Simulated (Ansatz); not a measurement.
C2H3O: several calculations on one system

### Relaxation

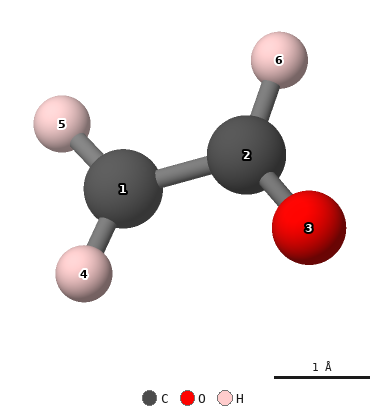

C2H3O (multiplicity 2) (coarse preliminary run), before the relaxation. Style: ball-and-stick. Shown at a tilt.

The calculation used Ansatz, UKS PBE-D4/def2-SVP.

Input
```yaml
crystal:
  periodic: [false, false, false]
  atoms:
    - {symbol: C, position_ang: [-0.469600, 0.196900, -0.471200]}
    - {symbol: C, position_ang: [0.496700, -0.236400, 0.451800]}
    - {symbol: O, position_ang: [0.216700, -1.093000, 1.269400]}
    - {symbol: H, position_ang: [-1.433400, -0.177700, -0.428000]}
    - {symbol: H, position_ang: [-0.261300, 0.995900, -1.221400]}
    - {symbol: H, position_ang: [1.492900, 0.250300, 0.353200]}
basis:
  gaussian: {orbitals: def2-SVP}
magnetization: {spin_polarized: true, initial_magnetization: 1}
hamiltonian: {xc: pbe, dispersion: d4}
relax: {f_tol: 0.03, max_steps: 250}
```

Q: Where does the relaxation end?

A: The optimiser took 5 steps. H4 moves most after the best rigid fit: 0.077 Å. By element the largest moves are H 0.077 Å, O 0.062 Å, C 0.042 Å. Among the contacts that change: C1–H4 1.035 → 1.102 Å, C1–C2 1.405 → 1.436 Å, C2–O3 1.217 → 1.239 Å, C2–H6 1.113 → 1.129 Å. Bond angles that change, for instance: O3–C2–H6 125.0° → 120.6°, C1–C2–O3 120.0° → 123.6°, H4–C1–H5 117.5° → 119.5°. The run took roughly 7 core-seconds on a shared host.

The structure at the end:

```xyz
6

C    -0.4870    0.2316   -0.4864
C     0.4941   -0.2377    0.4512
O     0.2653   -1.1055    1.3060
H    -1.5026   -0.1940   -0.4569
H    -0.2443    1.0059   -1.2314
H     1.5165    0.2356    0.3713
```

The end point in the same view:

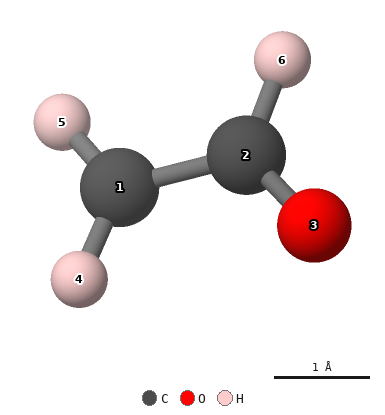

### Relaxation

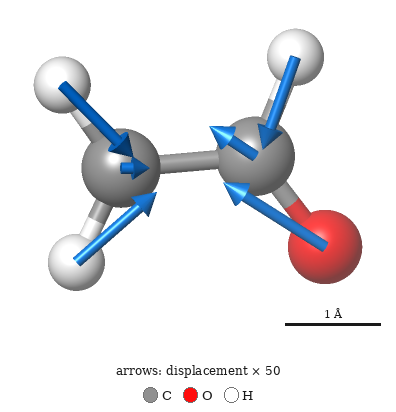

This is a relaxation of C2H3O (multiplicity 2). The starting structure is drawn; blue arrows show the displacements, 50 times their true length. The two geometries are superimposed by the best rigid fit.

Style: ball-and-stick. Shown at a tilt.

Theory: UKS PBE0-D4/def2-TZVP (Ansatz 0.2.0). Settings: force threshold 0.005 eV/Å; at most 200 steps.

**Describe the change and its energy.**

The largest move after the best rigid fit is that of the O atom, 0.026 Å. By element the largest moves are O 0.026 Å, H 0.023 Å, C 0.012 Å. Near-neighbour distances that change, for instance: C–H 1.129 → 1.106 Å, C–H 1.102 → 1.083 Å, C–C 1.436 → 1.420 Å, C–O 1.239 → 1.226 Å. Over 4 accepted moves (5 points after the start) the energy falls by 0.034 eV. Largest force component: 0.83 eV/Å at the start, 0.00039 eV/Å at the end. The line search rejected the trial step at point 3 of the run. The run took about 15 core-seconds on a shared host.

### A change

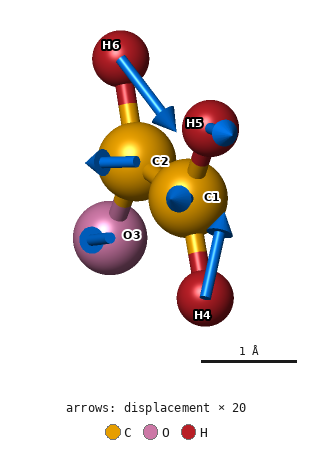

C$_{2}$H$_{3}$O (multiplicity 2). The blue arrows show how the atoms are displaced, magnified 20 times. Style: ball-and-stick. Shown from a free direction.

The calculation used UKS PBE0-D4/def2-TZVPP in Ansatz 0.2.0. 

Q: What was done to the structure, and with what result?

A: All atoms are moved at random (σ = 0.04 Å) from the PBE0-D4/def2-TZVP minimum. The energy rises by 13.3 kJ/mol. The largest forces, 2.5 eV/Å, act on C1 and C2. The forces point partly back along the displacements (cosine −0.64). At other levels of theory the same distortion costs 13.1 kJ/mol (UKS PBE-D4/def2-TZVPP), 12.5 kJ/mol (UKS r2SCAN-D4/def2-TZVPP), 12.2 kJ/mol (UKS wB97M-V/def2-TZVPP). Some distances before and after: C2–H6 1.106 → 1.057 Å, C1–C2 1.420 → 1.469 Å, C1–H4 1.083 → 1.036 Å, C1–H5 1.083 → 1.092 Å. Among the angles between lasting bonds that change: C1–C2–H6 116.8° → 113.7°, O3–C2–H6 120.2° → 122.6°.

### Distortion

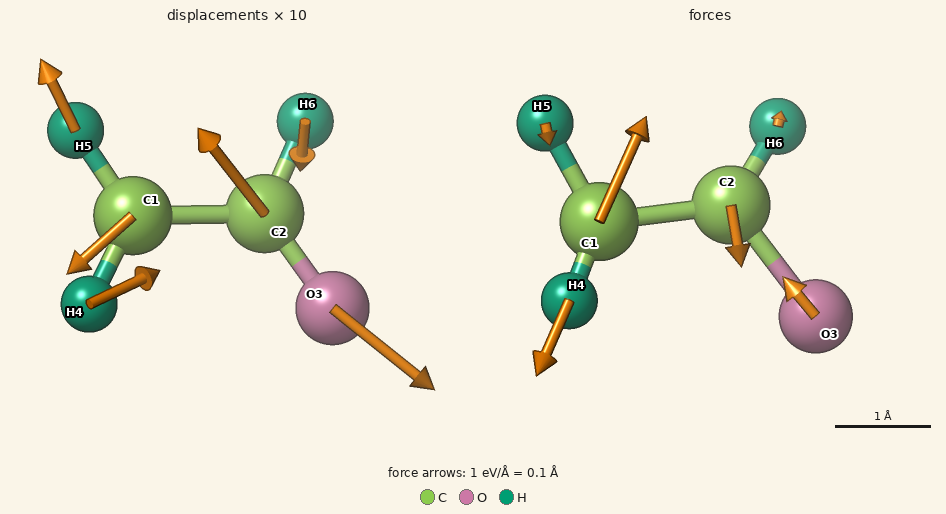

Left: C$_{2}$H$_{3}$O (multiplicity 2), with orange arrows for the displacements applied to it. Right: the displaced structure with the computed forces. Style: ball-and-stick. Shown at a tilt.

Computed with UKS PBE-D4/def2-TZVPP in Ansatz 0.2.0. 

Question: How do the forces relate to the distortion?

Answer: All atoms are moved at random (σ = 0.12 Å) from the PBE0-D4/def2-TZVP minimum. Energy change: +42.6 kcal/mol. The largest force is 13 eV/Å, on C1. The forces mostly point back along the displacements (cosine −0.74). At other levels of theory the same distortion costs 44.6 kcal/mol (UKS r2SCAN-D4/def2-TZVPP), 46.2 kcal/mol (UKS PBE0-D4/def2-TZVPP), 45.7 kcal/mol (UKS wB97M-V/def2-TZVPP), 43.6 kcal/mol (UHF-CCSD(T), frozen core/def2-TZVPP). Near-neighbour distances before and after: C2–O3 1.226 → 1.474 Å, C1–H4 1.083 → 0.925 Å, C1–H5 1.083 → 1.183 Å, C2–H6 1.106 → 1.050 Å. Among the angles between lasting bonds that change: C1–C2–H6 116.8° → 128.7°, C2–C1–H5 121.2° → 110.9°.
